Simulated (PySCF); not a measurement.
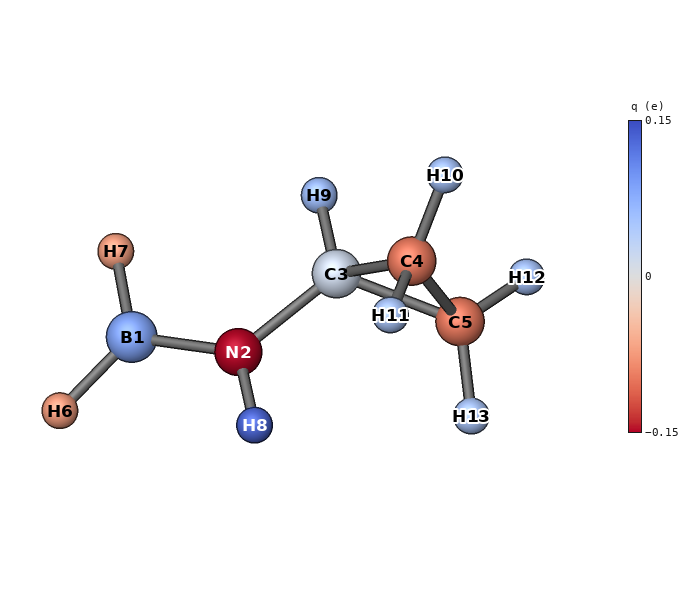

Atoms are coloured by their Hirshfeld charges. The computed structure is the end point of a GFN2-xTB optimisation. No frequency run is at hand to confirm it as a minimum. Method: PBE0/pcSseg-1, gas phase (PySCF 2.14.0).

List the Hirshfeld charges.

```tsv
atom	value (e)
B1	0.08
N2	−0.15
C3	0.02
C4	−0.10
C5	−0.10
H6	−0.07
H7	−0.07
H8	0.13
H9	0.06
H10	0.05
H11	0.05
H12	0.05
H13	0.05
```

The geometry is semi-empirical. Around B such bond lengths and angles can be off by a tenth of an ångström or more and by several degrees, and values that hang on the shape move with them.
